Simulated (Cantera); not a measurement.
Feed: 1 mol CH3Cl, a varied amount of F2, 1.4 mol H2, equilibrated at 1425 °C and 2.50 Pa.

Method: chemical equilibrium by Gibbs-energy minimisation in Cantera with the NASA 1993 tables (ideal gas, pure condensed phases). Candidate condensed phases: C, C6H6, C7H8, C8H18; 118 gas species. The numbers say what is thermodynamically allowed, not how fast it happens.

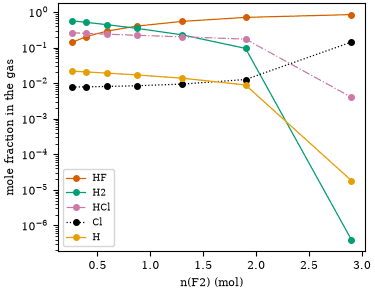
Fig. 1. Equilibrium gas composition (values under 1e-9 drawn at 1e-9)

From 0.26 mol F2 to 2.9 mol F2 the condensed part is C(graphite). The main C-bearing gas is C2H2 (acetylene) at 0.26 mol F2 and CF2 at 2.9 mol F2.
